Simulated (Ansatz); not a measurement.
Cell of hexagonal WC (0 0 1) on diamond (1 1 1) (film strained to the substrate, started from cuts of the bulks and a machine-learned relaxation; slabs C56 and W9C12, which can lie off the formulas), relaxed at this level with a, b, gamma of the cell held:

```xyz
77
Lattice="5.0508 0.0002 -0.0659 2.5256 4.3740 0.0659 -0.9455 -1.2777 24.1618" Properties=species:S:1:pos:R:3 pbc="T T T"
C      6.1723     2.7966     1.1968
C      3.6052     2.8050     1.1977
C      4.9364     0.6421     1.1315
C      2.3975     0.5706     1.1628
C      3.6396     4.2671     0.7018
C      6.2390     4.2603     0.6929
C      2.3347     2.0190     0.6932
C      4.8712     2.1466     0.6630
C      3.6736     1.2923     3.2316
C      1.1569     1.2911     3.2745
C      4.9313     3.4721     3.2745
C      2.4075     3.4869     3.3077
C      6.1924     2.7618     2.7321
C      3.6480     2.7649     2.7565
C      4.9417     0.5898     2.6905
C      2.4108     0.5569     2.7228
C      1.1750    -0.2126     5.3033
C      3.6987    -0.2124     5.2678
C      2.4393     1.9759     5.3337
C      4.9640     1.9728     5.3011
C      3.6939     1.2571     4.7841
C      1.1725     1.2562     4.8205
C      4.9539     3.4410     4.8206
C      2.4300     3.4478     4.8534
C      6.2539     2.6562     7.3626
C      3.7282     2.6574     7.3965
C      4.9892     0.4691     7.3305
C      2.4648     0.4700     7.3624
C      1.1951    -0.2475     6.8486
C      3.7198    -0.2476     6.8146
C      2.4594     1.9399     6.8805
C      4.9837     1.9384     6.8484
C      3.7519     1.1549     9.4238
C      1.2279     1.1480     9.4563
C      5.0215     3.3398     9.4563
C      2.4921     3.3386     9.4928
C      6.2745     2.6203     8.9099
C      3.7488     2.6231     8.9433
C      5.0086     0.4342     8.8774
C      2.4851     0.4348     8.9077
C      1.2684    -0.3678    11.4872
C      3.7884    -0.3349    11.4552
C      2.5001     1.8309    11.5209
C      5.0443     1.8344    11.4790
C      3.7697     1.1239    10.9697
C      1.2459     1.1089    11.0021
C      5.0464     3.3048    11.0022
C      2.5124     3.3035    11.0453
C      6.2918     2.5770    13.5520
C      3.7775     2.4493    13.5818
C      5.1450     0.3358    13.5161
C      2.5463     0.3288    13.5751
C      1.3040    -0.4201    13.0459
C      3.8159    -0.3486    13.0148
C      2.4982     1.7909    13.0803
C      5.0644     1.7996    13.0143
W      2.5836     3.1810    16.4426
W      2.5803     0.2702    16.1377
W      5.1090     1.7226    16.3992
C      0.4290     0.3087    15.0430
C      3.6446     2.1391    15.0425
C      6.1478     2.8140    15.0251
W      2.6204     3.1167    19.2658
W      2.6200     0.2015    19.1729
W      5.1456     1.6592    19.1864
C      0.9556     0.2267    17.7976
C      3.4188     1.6617    17.7976
C      5.9558     3.1853    17.7991
W      2.6603     3.0478    22.3010
W      2.6569     0.1372    21.9961
W      5.1822     1.5960    21.9736
C      0.9419     0.1333    20.6178
C      3.4559     1.6566    20.6196
C      6.0439     3.0918    20.6185
C      1.2064     0.5045    23.3860
C      3.7542     1.1785    23.3682
C      5.5903     3.0095    23.3855
```

Calculation: PBE (plane waves to 420 eV, PAW; Ansatz, an electronic-structure program). Spin–orbit coupling is left out; the runs are not spin-polarised. Its k-point mesh 6×6×1, Fermi–Dirac width 0.05 eV.

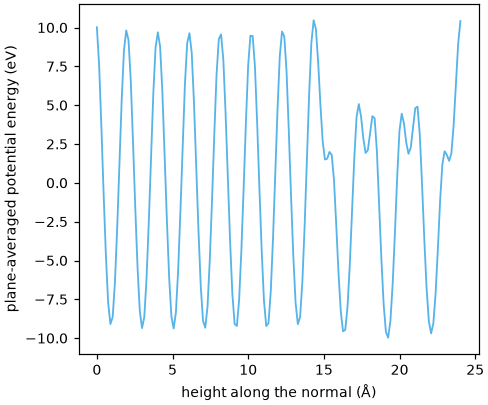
Figure: Smooth (PAW) electrostatic potential energy of an electron, averaged over planes, about its mean

The curve spans 20.4 eV over the stretch drawn.
